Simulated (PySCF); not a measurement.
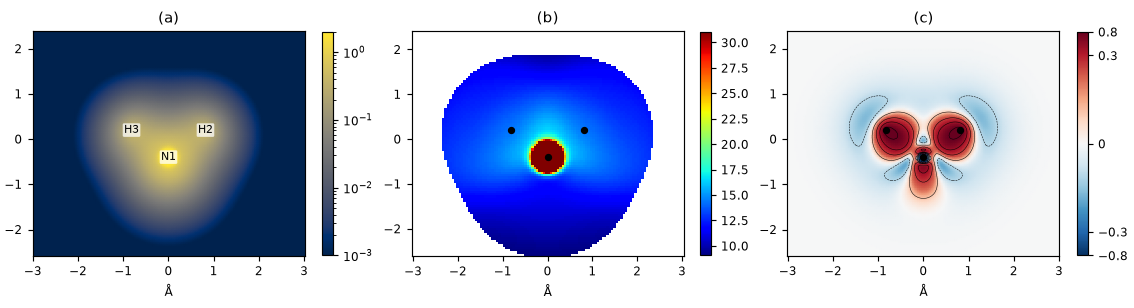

Figure 1: H3N, SMILES `N`. Three fields in the plane of N1, H2 and H3. (c): red positive, blue negative.

Level of theory: TPSSh/6-311+G** (PySCF), at a geometry from GFN2-xTB. No frequency check shows the geometry to be a minimum.

Coordinates in Å:

```
N1       0.0000   -0.0000    0.1100
H2       0.8717   -0.3620   -0.2568
H3      -0.7495   -0.5738   -0.2567
H4      -0.1223    0.9360   -0.2567
```

> The panels show, in some order, the average local ionisation energy, deformation density and electron density. Which is which?

(a) is the electron density: it is positive everywhere and peaks at the nuclei. (b) is the average local ionisation energy: it is high near the heavier nuclei and lowest where loosely bound electrons reach out. (c) is the deformation density: it has both signs, with gains where valence electrons gather and losses around them.
